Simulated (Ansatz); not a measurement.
# Cl₂H₂O₂Si₂: one molecule under many settings

How do the results and run time of Cl₂H₂O₂Si₂ respond when the settings are drawn wide?

Computed with Ansatz 0.2.0, Gaussian basis. Level: the settings change from run to run.

## Step 1: The relaxed structure

The structure was relaxed beforehand with PBE0-D4 in a triple-zeta def2 set.

8 atoms, charge 0, spin multiplicity 1.

Atoms are counted from 1 here; the program's logs count them from 0.

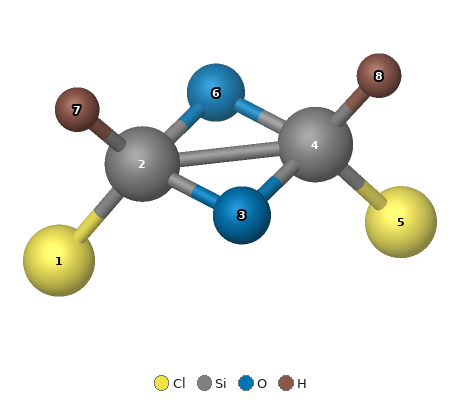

The structure; chlorine yellow, silicon grey, oxygen blue, hydrogen brown; atoms are numbered from 1 in the order of the file.

## Step 2: PBE0-DH/6-31G

Set apart from the defaults: charge +1, multiplicity 2.

in.yaml reads:

```yaml
crystal:
  periodic: [false, false, false]
  atoms:
    - {symbol: Cl, position_ang: [1.586249, -2.103088, 0.925748]}
    - {symbol: Si, position_ang: [0.927169, -0.204513, 0.705694]}
    - {symbol: O, position_ang: [0.746864, 0.267111, -0.882457]}
    - {symbol: Si, position_ang: [-0.893809, 0.433563, -0.642342]}
    - {symbol: Cl, position_ang: [-2.015003, -0.841195, -1.740207]}
    - {symbol: O, position_ang: [-0.711907, -0.027084, 0.948846]}
    - {symbol: H, position_ang: [1.769785, 0.680612, 1.519091]}
    - {symbol: H, position_ang: [-1.409348, 1.794593, -0.834372]}
basis:
  gaussian: {orbitals: 6-31G}
total_charge: 1
magnetization: {spin_polarized: true, initial_magnetization: 1}
hamiltonian: {xc: {name: PBE0-DH}}
```

Started as:

```
$ ansatz run in.yaml --threads 4 --pin off --events-out ev --progress --plain --max-ram 10444MiB
```

The program printed:

```text
Functional definition: PBE0-DH
  name "PBE0-DH"
  cite "Brémond & Adamo, J. Chem. Phys. 135, 024106 (2011) doi:10.1063/1.3604569"
  cite "Perdew, Burke & Ernzerhof, Phys. Rev. Lett. 77, 3865 (1996) doi:10.1103/PhysRevLett.77.3865"
  parameter a = 1/2
  parameter c = 1/8
  exchange = (1 - a)*pbe_x + a*exact_x
  correlation = (1 - c)*pbe_c + c*(mp2_os + mp2_ss)
774 factors; integrals over basis functions are off by at most 1.5e-4 eV
mean field evaluation 1: about -44875.3313 eV, gradient 5.4e1 eV
mean field evaluation 2: about -44875.3345 eV, gradient 5.4e1 eV
mean field evaluation 4: about -44885.2470 eV, gradient 1.4e1 eV
mean field evaluation 8: about -44886.4518 eV, gradient 2.0e-1 eV
mean field evaluation 16: about -44886.4535 eV, gradient 2.0e-3 eV
mean field evaluation 32: about -44886.4486 eV, gradient 4.7e-1 eV
mean field -44886.45349569 eV, -1649.5467408355 hartree, gradient 6.6e-6 eV, S^2 0.757162; 6 other end points of the search recorded, 0 dependent functions left out
22 core orbitals not correlated: weight in the atoms' cores, before any rotation towards them, 1.000 or more for the frozen orbitals, at most 0.000 for the correlated occupied ones
reference -44886.45351481 eV, -1649.5467415382 hartree; 18, 17 occupied and 34, 35 virtual orbitals, 774 factors
second order -15.85678769 eV of doubles, -0.00000000 eV of singles
Total energy: -44888.43561327 eV, -1649.6195823132 hartree
```

Wall time 4.5 s (4 threads of Arm Neoverse V2, shared host); peak memory 0.47 GiB.

⟨S²⟩ 0.757.

## Step 3: RPBE/def2-TZVPP

This run has D3(BJ) dispersion.

Edit in.yaml of step 2 so:

```diff
@@ -12,5 +12,3 @@
 basis:
-  gaussian: {orbitals: 6-31G}
-total_charge: 1
-magnetization: {spin_polarized: true, initial_magnetization: 1}
-hamiltonian: {xc: {name: PBE0-DH}}
+  gaussian: {orbitals: def2-TZVPP}
+hamiltonian: {xc: {name: RPBE}, dispersion: d3bj}
```

The command is unchanged.

The program printed:

```text
Functional definition: RPBE
  name "RPBE"
  cite "Hammer, Hansen & Nørskov, Phys. Rev. B 59, 7413 (1999) doi:10.1103/PhysRevB.59.7413"
  cite "Perdew, Burke & Ernzerhof, Phys. Rev. Lett. 77, 3865 (1996) doi:10.1103/PhysRevLett.77.3865"
  parameter kappa = 0.804
  parameter beta = 0.06672455060314922
  exchange = rpbe_x(kappa = kappa, mu = beta*pi^2/3)
  correlation = pbe_c(beta = beta)
1584 factors; their error is unknown
mean field evaluation 1: about -44921.9504 eV, gradient 8.2e1 eV
mean field evaluation 2: about -44864.2536 eV, gradient 1.8e2 eV
mean field evaluation 4: about -44932.6981 eV, gradient 9.1e0 eV
mean field evaluation 8: about -44932.8566 eV, gradient 1.6e-1 eV
mean field evaluation 16: about -44932.8096 eV, gradient 7.4e-5 eV
mean field -44932.80964563 eV, -1651.2502979248 hartree, gradient 7.7e-5 eV, S^2 0.000000; 0 other end points of the search recorded, 0 dependent functions left out
reference -44932.80969019 eV, -1651.2502995621 hartree; 40, 40 occupied and 218, 218 virtual orbitals, 1584 factors
Total energy: -44934.67214609 eV, -1651.3187435541 hartree
```

It took 2 s on 4 threads of Arm Neoverse V2, shared host; peak memory 0.47 GiB.

## Step 4: PBEsol/x2c-TZVPPall

Edit in.yaml of step 3 so:

```diff
@@ -12,3 +12,4 @@
 basis:
-  gaussian: {orbitals: def2-TZVPP}
-hamiltonian: {xc: {name: RPBE}, dispersion: d3bj}
+  gaussian: {orbitals: x2c-TZVPPall}
+hamiltonian: {xc: {name: PBEsol}}
+output: {forces: true}
```

Same command.

The program printed, cut to the lines that bear on the results:

```text
Functional definition: PBEsol
  name "PBEsol"
  cite "Perdew et al., Phys. Rev. Lett. 100, 136406 (2008) doi:10.1103/PhysRevLett.100.136406"
  cite "Perdew, Burke & Ernzerhof, Phys. Rev. Lett. 77, 3865 (1996) doi:10.1103/PhysRevLett.77.3865"
  parent pbesol
[...]
1618 factors; their error is unknown
[...]
mean field -44948.29018340 eV, -1651.8191971947 hartree, gradient 1.3e-5 eV, S^2 0.000000; 0 other end points of the search recorded, 0 dependent functions left out
[...]
reference -44948.29022394 eV, -1651.8191986844 hartree; 40, 40 occupied and 218, 218 virtual orbitals, 1618 factors
Total energy: -44948.29022394 eV, -1651.8191986844 hartree
Relativity: scalar
Atom 0 at     1.586249    -2.103088     0.925748 Å, force     0.062941    -0.134849     0.028432 eV/Å
Atom 1 at     0.927169    -0.204513     0.705694 Å, force     0.116777    -0.134064     0.071584 eV/Å
Atom 2 at     0.746864     0.267111    -0.882457 Å, force     0.393970     0.094595    -0.487412 eV/Å
Atom 3 at    -0.893809     0.433563    -0.642342 Å, force    -0.142674    -0.043151    -0.120484 eV/Å
Atom 4 at    -2.015003    -0.841195    -1.740207 Å, force    -0.094157    -0.079801    -0.087866 eV/Å
Atom 5 at    -0.711907    -0.027084     0.948846 Å, force    -0.389375    -0.063311     0.496013 eV/Å
Atom 6 at     1.769785     0.680612     1.519091 Å, force     0.136484     0.141667     0.131464 eV/Å
Atom 7 at    -1.409348     1.794593    -0.834372 Å, force    -0.083966     0.218913    -0.031731 eV/Å
Dipole moment:     0.033917     0.232882     0.064416 e Å
```

Wall time 2.8 s (4 threads of Arm Neoverse V2, shared host); peak memory 0.47 GiB.

Largest force 0.634 eV/Å, dipole 1.17 D.

## Step 5: wB97X/aug-cc-pVTZ

Options: multiplicity 3, coordinates scaled by 1.05.

in.yaml reads:

```yaml
crystal:
  periodic: [false, false, false]
  atoms:
    - {symbol: Cl, position_ang: [1.665561, -2.208242, 0.972035]}
    - {symbol: Si, position_ang: [0.973527, -0.214738, 0.740979]}
    - {symbol: O, position_ang: [0.784207, 0.280467, -0.926580]}
    - {symbol: Si, position_ang: [-0.938500, 0.455241, -0.674459]}
    - {symbol: Cl, position_ang: [-2.115753, -0.883255, -1.827217]}
    - {symbol: O, position_ang: [-0.747502, -0.028438, 0.996288]}
    - {symbol: H, position_ang: [1.858274, 0.714643, 1.595045]}
    - {symbol: H, position_ang: [-1.479816, 1.884323, -0.876091]}
basis:
  gaussian: {orbitals: aug-cc-pVTZ}
magnetization: {spin_polarized: true, initial_magnetization: 2}
hamiltonian: {xc: {name: wB97X}}
```

Same command.

The program printed, cut to the lines that bear on the results:

```text
Functional definition: wB97X
  name "wB97X"
  cite "Chai & Head-Gordon, J. Chem. Phys. 128, 084106 (2008) doi:10.1063/1.2834918"
  cite "Becke, J. Chem. Phys. 107, 8554 (1997) doi:10.1063/1.475007"
[...]
  # The coefficients of nought are those of the uniform gas.
[...]
      + exact_x_lr(omega)
[...]
      + integral(e_c_pw_opposite_spin*poly(b97_u_opposite, 1, cos1, cos2, cos3, cos4))
1946 factors; their error is unknown
504 factors; integrals over basis functions are off by at most 2.9e-5 eV
[...]
mean field -44928.19386445 eV, -1651.0806710948 hartree, gradient 2.7e-6 eV, S^2 2.008720; 10 other end points of the search recorded, 0 dependent functions left out
reference -44928.19383702 eV, -1651.0806700871 hartree; 41, 39 occupied and 297, 299 virtual orbitals, 1946 factors
Total energy: -44928.19383702 eV, -1651.0806700871 hartree
```

Run time: 6.9 min. Hardware: 4 threads of Arm Neoverse V2, shared host; peak memory 3.5 GiB.

⟨S²⟩ 2.009.

## Step 6: CCSD(T)/aug-cc-pVDZ

This run has high accuracy, the search for lower states set to light.

in.yaml reads:

```yaml
crystal:
  periodic: [false, false, false]
  atoms:
    - {symbol: Cl, position_ang: [1.586249, -2.103088, 0.925748]}
    - {symbol: Si, position_ang: [0.927169, -0.204513, 0.705694]}
    - {symbol: O, position_ang: [0.746864, 0.267111, -0.882457]}
    - {symbol: Si, position_ang: [-0.893809, 0.433563, -0.642342]}
    - {symbol: Cl, position_ang: [-2.015003, -0.841195, -1.740207]}
    - {symbol: O, position_ang: [-0.711907, -0.027084, 0.948846]}
    - {symbol: H, position_ang: [1.769785, 0.680612, 1.519091]}
    - {symbol: H, position_ang: [-1.409348, 1.794593, -0.834372]}
basis:
  gaussian: {orbitals: aug-cc-pVDZ}
hamiltonian: {xc: {name: HF}}
correlation: {method: ccsd_t}
accuracy: high
scf: {lower_state_search: light}
```

The command is unchanged.

The program printed, cut to the lines that bear on the results:

```text
Functional definition: HF
  name "HF"
  cite "Fock, Z. Phys. 61, 126 (1930) doi:10.1007/BF01340294"
  parent pbe
[...]
3449 factors; integrals over basis functions are off by at most 4.0e-9 eV
[...]
mean field -44845.59031156 eV, -1648.0450465171 hartree, gradient 2.5e-8 eV, S^2 0.000000; 0 other end points of the search recorded, 0 dependent functions left out
22 core orbitals not correlated: weight in the atoms' cores, before any rotation towards them, 1.000 or more for the frozen orbitals, at most 0.000 for the correlated occupied ones
reference -44845.59031156 eV, -1648.0450465171 hartree; 18, 18 occupied and 132, 132 virtual orbitals, 3449 factors
second order -23.54050446 eV of doubles, -0.00000000 eV of singles
cycle   1  -23.92678733 eV  change   -3.9e-1 eV  update   1.2e-1
[...]
cycle  20  -24.59958205 eV  change    1.3e-9 eV  update   1.8e-9
perturbative correction -0.77989676 eV, -0.0286606773 hartree
Total energy: -44870.96979037 eV, -1648.9777251604 hartree
```

It took 36 s on 4 threads of Arm Neoverse V2, shared host; peak memory 2.4 GiB.

T1 0.013.

## Step 7: RPBE/ANO-RCC-VTZP

Set apart from the defaults: charge +1, multiplicity 2, a point charge of 2.00 e beside it, D3(BJ) dispersion, high accuracy.

Edit in.yaml of step 6 so:

```diff
@@ -12,6 +12,6 @@
 basis:
-  gaussian: {orbitals: aug-cc-pVDZ}
-hamiltonian: {xc: {name: HF}}
-correlation: {method: ccsd_t}
+  gaussian: {orbitals: ANO-RCC-VTZP, point_charges: [{charge: 2.00, position_ang: [5.030, 0.585, -0.032]}]}
+total_charge: 1
+magnetization: {spin_polarized: true, initial_magnetization: 1}
+hamiltonian: {xc: {name: RPBE}, dispersion: d3bj}
 accuracy: high
-scf: {lower_state_search: light}
```

Launched as before.

The program printed, cut to the lines that bear on the results:

```text
Functional definition: RPBE
  name "RPBE"
  cite "Hammer, Hansen & Nørskov, Phys. Rev. B 59, 7413 (1999) doi:10.1103/PhysRevB.59.7413"
  cite "Perdew, Burke & Ernzerhof, Phys. Rev. Lett. 77, 3865 (1996) doi:10.1103/PhysRevLett.77.3865"
[...]
4108 factors; integrals over basis functions are off by at most 3.7e-9 eV
[...]
mean field -45031.41483238 eV, -1654.8739717009 hartree, gradient 2.4e-8 eV, S^2 0.752406; 10 other end points of the search recorded, 0 dependent functions left out
reference -45031.41483897 eV, -1654.8739719428 hartree; 40, 39 occupied and 184, 185 virtual orbitals, 4108 factors
Total energy: -45033.27729487 eV, -1654.9424159348 hartree
Relativity: scalar
```

Wall time 2.3 min (4 threads of Arm Neoverse V2, shared host); peak memory 1.9 GiB.

⟨S²⟩ 0.752.

## Step 8: HF/6-31G*

Options: unrestricted orbitals, density fitting with cc-pVTZ-jkfit.

Edit in.yaml of step 7 so:

```diff
@@ -12,6 +12,5 @@
 basis:
-  gaussian: {orbitals: ANO-RCC-VTZP, point_charges: [{charge: 2.00, position_ang: [5.030, 0.585, -0.032]}]}
-total_charge: 1
-magnetization: {spin_polarized: true, initial_magnetization: 1}
-hamiltonian: {xc: {name: RPBE}, dispersion: d3bj}
-accuracy: high
+  gaussian: {orbitals: "6-31G*", fitting: {mean_field: cc-pVTZ-jkfit}}
+magnetization: {spin_polarized: true, initial_magnetization: 0}
+hamiltonian: {xc: {name: HF}}
+output: {forces: true}
```

Launched as before.

The program printed, cut to the lines that bear on the results:

```text
Functional definition: HF
  name "HF"
  cite "Fock, Z. Phys. 61, 126 (1930) doi:10.1007/BF01340294"
  parent pbe
[...]
702 factors; integrals over basis functions are off by at most 1.6e-1 eV
[...]
mean field -44843.06333640 eV, -1647.9521818928 hartree, gradient 1.8e-5 eV, S^2 0.000000; 0 other end points of the search recorded, 0 dependent functions left out
[...]
reference -44843.06333640 eV, -1647.9521818928 hartree; 40, 40 occupied and 70, 70 virtual orbitals, 702 factors
Total energy: -44843.06333640 eV, -1647.9521818928 hartree
Atom 0 at     1.586249    -2.103088     0.925748 Å, force     0.042631    -0.184054     0.004335 eV/Å
Atom 1 at     0.927169    -0.204513     0.705694 Å, force     0.510788     0.304416     0.455906 eV/Å
Atom 2 at     0.746864     0.267111    -0.882457 Å, force    -0.434883    -0.141548     0.520454 eV/Å
Atom 3 at    -0.893809     0.433563    -0.642342 Å, force    -0.376952     0.615484    -0.201274 eV/Å
Atom 4 at    -2.015003    -0.841195    -1.740207 Å, force    -0.089441    -0.137776    -0.093436 eV/Å
Atom 5 at    -0.711907    -0.027084     0.948846 Å, force     0.418793     0.030717    -0.551180 eV/Å
Atom 6 at     1.769785     0.680612     1.519091 Å, force    -0.185987    -0.190877    -0.178829 eV/Å
Atom 7 at    -1.409348     1.794593    -0.834372 Å, force     0.115050    -0.296361     0.044024 eV/Å
Dipole moment:     0.064463     0.442627     0.122433 e Å
```

Wall time 0.75 s (4 threads of Arm Neoverse V2, shared host); peak memory 0.47 GiB.

Largest force 0.749 eV/Å, dipole 2.23 D, ⟨S²⟩ 0.000.

## Step 9: BLYP/def2-TZVPD

This run has coordinates scaled by 1.12, a grid of angular degree 11, D4 dispersion.

in.yaml reads:

```yaml
crystal:
  periodic: [false, false, false]
  atoms:
    - {symbol: Cl, position_ang: [1.776599, -2.355458, 1.036837]}
    - {symbol: Si, position_ang: [1.038429, -0.229054, 0.790377]}
    - {symbol: O, position_ang: [0.836488, 0.299164, -0.988352]}
    - {symbol: Si, position_ang: [-1.001066, 0.485590, -0.719423]}
    - {symbol: Cl, position_ang: [-2.256803, -0.942139, -1.949031]}
    - {symbol: O, position_ang: [-0.797335, -0.030334, 1.062707]}
    - {symbol: H, position_ang: [1.982159, 0.762286, 1.701382]}
    - {symbol: H, position_ang: [-1.578470, 2.009944, -0.934497]}
basis:
  gaussian: {orbitals: def2-TZVPD, final_grid: {core_spheres: 5, valence_spheres: 4, degree: 11}}
hamiltonian: {xc: {name: BLYP}, dispersion: d4}
```

Launched as before.

The program printed:

```text
Functional definition: BLYP
  name "BLYP"
  cite "Becke, Phys. Rev. A 38, 3098 (1988) doi:10.1103/PhysRevA.38.3098"
  cite "Lee, Yang & Parr, Phys. Rev. B 37, 785 (1988) doi:10.1103/PhysRevB.37.785"
  parameter beta = 0.0042
  parameter a = 0.04918
  parameter b = 0.132
  parameter c = 0.2533
  parameter d = 0.349
  exchange = b88_x(beta = beta)
  correlation = lyp_c(a = a, b = b, c = c, d = d)
1580 factors; their error is unknown
mean field evaluation 1: about -44920.7247 eV, gradient 9.1e1 eV
mean field evaluation 2: about -44717.7074 eV, gradient 2.4e2 eV
mean field evaluation 4: about -44931.7918 eV, gradient 3.4e1 eV
mean field evaluation 8: about -44934.5034 eV, gradient 3.1e-1 eV
mean field evaluation 16: about -44934.4873 eV, gradient 3.8e-3 eV
mean field -44934.48730540 eV, -1651.3119507842 hartree, gradient 5.1e-5 eV, S^2 0.000000; 0 other end points of the search recorded, 0 dependent functions left out
reference -44934.48779756 eV, -1651.3119688706 hartree; 40, 40 occupied and 236, 236 virtual orbitals, 1580 factors
Total energy: -44935.05022022 eV, -1651.3326375221 hartree
```

Run time: 1.8 s. Hardware: 4 threads of Arm Neoverse V2, shared host; peak memory 0.47 GiB.

## Step 10: revPBE/def2-mTZVP

in.yaml reads:

```yaml
crystal:
  periodic: [false, false, false]
  atoms:
    - {symbol: Cl, position_ang: [1.586249, -2.103088, 0.925748]}
    - {symbol: Si, position_ang: [0.927169, -0.204513, 0.705694]}
    - {symbol: O, position_ang: [0.746864, 0.267111, -0.882457]}
    - {symbol: Si, position_ang: [-0.893809, 0.433563, -0.642342]}
    - {symbol: Cl, position_ang: [-2.015003, -0.841195, -1.740207]}
    - {symbol: O, position_ang: [-0.711907, -0.027084, 0.948846]}
    - {symbol: H, position_ang: [1.769785, 0.680612, 1.519091]}
    - {symbol: H, position_ang: [-1.409348, 1.794593, -0.834372]}
basis:
  gaussian: {orbitals: def2-mTZVP}
hamiltonian: {xc: {name: revPBE}}
```

Launched as before.

The program printed:

```text
Functional definition: revPBE
  name "revPBE"
  cite "Zhang & Yang, Phys. Rev. Lett. 80, 890 (1998) doi:10.1103/PhysRevLett.80.890"
  cite "Perdew, Burke & Ernzerhof, Phys. Rev. Lett. 77, 3865 (1996) doi:10.1103/PhysRevLett.77.3865"
  parameter kappa = 1.245
  parameter beta = 0.06672455060314922
  exchange = pbe_x(kappa = kappa, mu = beta*pi^2/3)
  correlation = pbe_c(beta = beta)
1278 factors; their error is unknown
mean field evaluation 1: about -44915.6923 eV, gradient 8.3e1 eV
mean field evaluation 2: about -44861.0594 eV, gradient 1.8e2 eV
mean field evaluation 4: about -44926.4542 eV, gradient 9.6e0 eV
mean field evaluation 8: about -44926.6437 eV, gradient 1.1e-1 eV
mean field evaluation 16: about -44926.6437 eV, gradient 4.3e-5 eV
mean field -44926.64371419 eV, -1651.0237041236 hartree, gradient 4.3e-5 eV, S^2 0.000000; 0 other end points of the search recorded, 0 dependent functions left out
reference -44926.64377029 eV, -1651.0237061853 hartree; 40, 40 occupied and 102, 102 virtual orbitals, 1278 factors
Total energy: -44926.64377029 eV, -1651.0237061853 hartree
```

Run time: 1.2 s. Hardware: 4 threads of Arm Neoverse V2, shared host; peak memory 0.47 GiB.

## Step 11: All runs side by side

| level | charge | multiplicity | geometry | functions | energy (eV) | time |
| --- | --- | --- | --- | --- | --- | --- |
| PBE0-DH/6-31G | 1 | 2 | relaxed | 74 | -44888.436 | 4.5 s |
| RPBE/def2-TZVPP | 0 | 1 | relaxed | 258 | -44934.672 | 2 s |
| PBEsol/x2c-TZVPPall | 0 | 1 | relaxed | 258 | -44948.290 | 2.8 s |
| wB97X/aug-cc-pVTZ | 0 | 3 | scaled | 338 | -44928.194 | 6.9 min |
| CCSD(T)/aug-cc-pVDZ | 0 | 1 | relaxed | 172 | -44870.970 | 36 s |
| RPBE/ANO-RCC-VTZP | 1 | 2 | relaxed, point charge | 224 | -45033.277 | 2.3 min |
| HF/6-31G* | 0 | 1 | relaxed | 110 | -44843.063 | 0.75 s |
| BLYP/def2-TZVPD | 0 | 1 | scaled | 276 | -44935.050 | 1.8 s |
| revPBE/def2-mTZVP | 0 | 1 | relaxed | 142 | -44926.644 | 1.2 s |

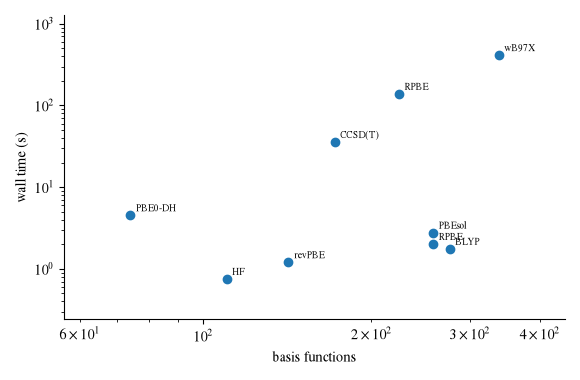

Wall time against the number of basis functions (shared host).

## Step 12: Results

| quantity | value |
| --- | --- |
| runs | 9 |
| quickest | HF/6-31G*, 0.75 s |
| slowest | wB97X/aug-cc-pVTZ, 6.9 min |
| spread of total energies, same state and geometry | 105.2 eV |
| dipole, same state and geometry | 1.17 to 2.23 D |

What this shows: Run time spans a factor of 549, from HF/6-31G* to wB97X/aug-cc-pVTZ. The jobs differ in tasks and options as well as level. The totals spread over 105 eV; they can't be compared across methods or bases. Some of these runs are scalar-relativistic and others not, which shifts the totals of all-electron atoms past neon by eV; core potentials, where a basis has them, take the core out of the total altogether. At the PBE0-D4/def2-TZVP geometry and in the same state, runs without warnings or point charges leave forces up to 0.75 eV/Å (HF/6-31G*).
